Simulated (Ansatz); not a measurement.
## YN (rock salt), energy over volume and axial ratio

YN (rock salt), conventional cell a = 4.896 Å, b = 4.896 Å, c = 4.896 Å, α = 90.00°, β = 90.00°, γ = 90.00°. The calculation uses the primitive cell of 2 atoms, to which meshes and values per cell refer.

Grid over V/V₀ and (c/a)/(c/a)₀, subscript 0 meaning the relaxed cell; the conventional c axis lies along z; no internal relaxation.

Method: r2SCAN (plane waves to 500 eV, PAW, scalar-relativistic; Ansatz, an electronic-structure program). k mesh 12×12×12 (Γ-centred), Fermi-Dirac smearing 0.05 eV. E stands for the smeared free energy. YN is run without spin polarisation. YN was relaxed with its symmetry unable to fall. ΔE is measured from the relaxed starting cell.

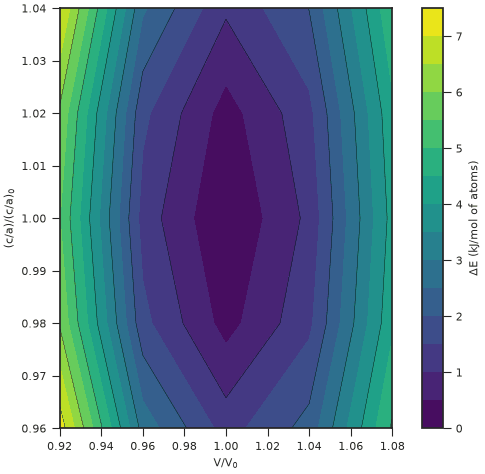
Figure. ΔE (kJ/mol of atoms) over the 5×5 grid of computed points.

The shear modulus C′ = (C11 − C12)/2 (fit, atoms clamped) is 124 GPa. Lowest place on the grid: V/V₀ = 1.000, (c/a)/(c/a)₀ = 1.000 (0.0 meV/atom). Highest place on the grid: V/V₀ = 0.920, (c/a)/(c/a)₀ = 0.960 (75.8 meV/atom).

Near the relaxed cell σzz − σxx = −2Cδ (compression positive), C being this modulus and δ the logarithm of the ratio.

(Under strain, the slope of the energy per volume gives the stress and its curvature an elastic modulus.)
